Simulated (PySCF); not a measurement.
```yaml
atoms:
  - { symbol: C, position_ang: [-1.8464, 1.4949, -0.5022] }
  - { symbol: C, position_ang: [-2.5182, 0.5174, 0.2425] }
  - { symbol: C, position_ang: [-1.9706, -0.0064, 1.4203] }
  - { symbol: Si, position_ang: [-0.7948, -0.4573, -0.4072] }
  - { symbol: C, position_ang: [0.9102, 0.1353, 0.1620] }
  - { symbol: O, position_ang: [1.7515, -0.7859, -0.4861] }
  - { symbol: Si, position_ang: [3.3669, -0.8794, -0.4686] }
  - { symbol: H, position_ang: [-2.2996, 1.8422, -1.4160] }
  - { symbol: H, position_ang: [-1.2831, 2.2429, 0.0333] }
  - { symbol: H, position_ang: [-3.3368, -0.0113, -0.2232] }
  - { symbol: H, position_ang: [-2.5160, -0.7777, 1.9386] }
  - { symbol: H, position_ang: [-1.4140, 0.6593, 2.0612] }
  - { symbol: H, position_ang: [-0.7867, -0.5214, -1.8934] }
  - { symbol: H, position_ang: [-0.8992, -1.9113, -0.1111] }
  - { symbol: H, position_ang: [1.1646, 1.1460, -0.1588] }
  - { symbol: H, position_ang: [1.0714, 0.0766, 1.2389] }
  - { symbol: H, position_ang: [3.9799, 0.3465, -0.9924] }
  - { symbol: H, position_ang: [3.5423, -2.0347, -1.3303] }
  - { symbol: H, position_ang: [3.8786, -1.0757, 0.8926] }
```

Geometry: GFN2-xTB.

Theory: PySCF 2.14.0, PBE0/pcSseg-1, SCF density, gas phase, non-relativistic.

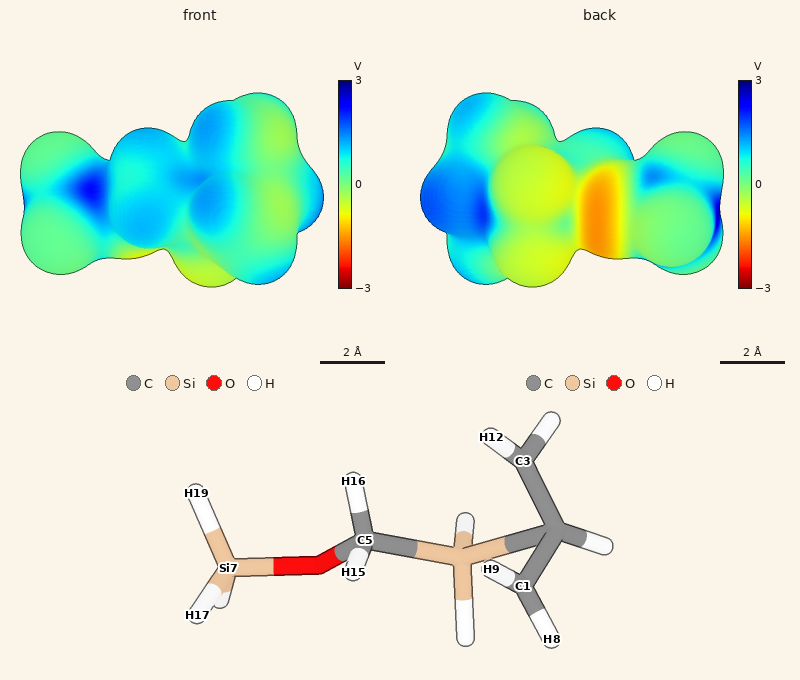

C₄H₁₂OSi₂ (SMILES C=CC[SiH2]CO[SiH3]). The molecular electrostatic potential painted on the density surface at 0.004 e/bohr³, seen from the front and from behind; the colour scale runs from red (negative) to blue (positive). The bare structure is drawn below in the same view.

Question: Describe the electrostatic potential map.

Answer: The most negative region (about −1.5 V, or −35 kcal/mol for a unit charge) lies over O6, the most positive (about +2.3 V, or +53 kcal/mol for a unit charge) over Si7. O6 is the likeliest acceptor of a hydrogen bond.
